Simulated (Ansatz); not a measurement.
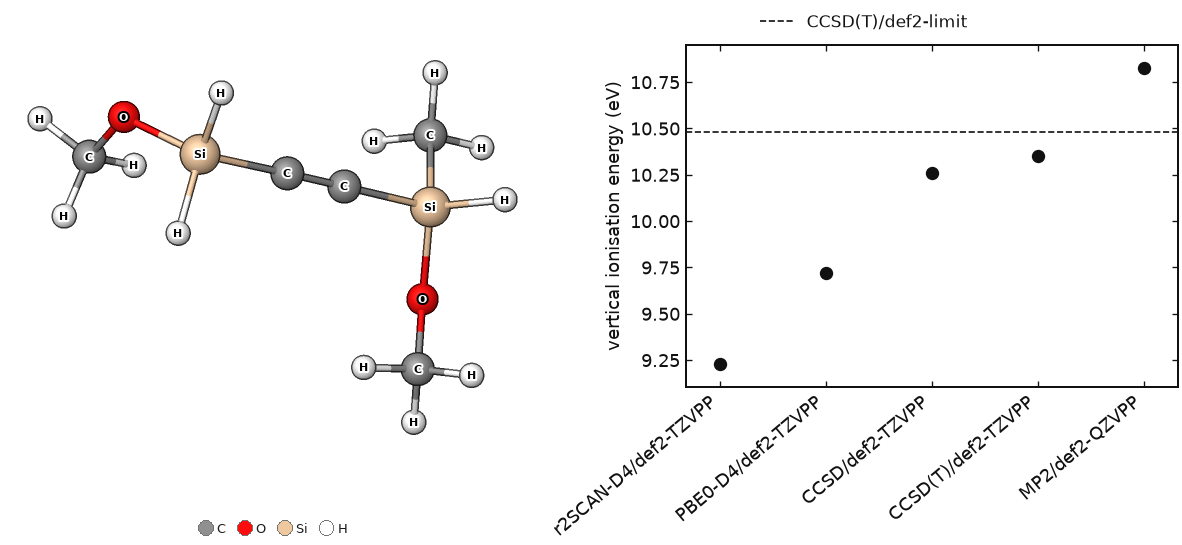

Vertical ionisation energy of C₅H₁₂O₂Si₂, SMILES CO[SiH2]C#C[Si@H](C)OC, taken as the energy of the cation less that of the neutral at fixed geometry (unrestricted doublet cation, cores frozen in correlated methods, no spin-orbit coupling), the Ansatz code, at a PBE0-D4/def2-TZVP geometry (no frequency check). Limit means an estimate of the basis limit from triple and quadruple zeta; for coupled cluster it is either extrapolated directly or built as the MP2 limit plus the step from MP2 in triple zeta. The distance of CCSD/def2-TZVPP, CCSD(T)/def2-TZVPP and MP2/def2-QZVPP to the limit includes basis error.

Which level comes closest to the line (CCSD(T)/def2-limit), and which misses most?

Closest CCSD(T)/def2-TZVPP (10.35 eV), against 10.48 eV; farthest r2SCAN-D4/def2-TZVPP (9.23 eV).

Give the values.

```
               level     eV  less CCSD(T)/def2-limit
r2SCAN-D4/def2-TZVPP   9.23                    −1.25
  PBE0-D4/def2-TZVPP   9.72                    −0.76
     CCSD/def2-TZVPP  10.26                    −0.22
  CCSD(T)/def2-TZVPP  10.35                    −0.13
      MP2/def2-QZVPP  10.82                     0.35
  CCSD(T)/def2-limit  10.48                     0.00
```

Limits of at least one run: one conformer of a flexible molecule.
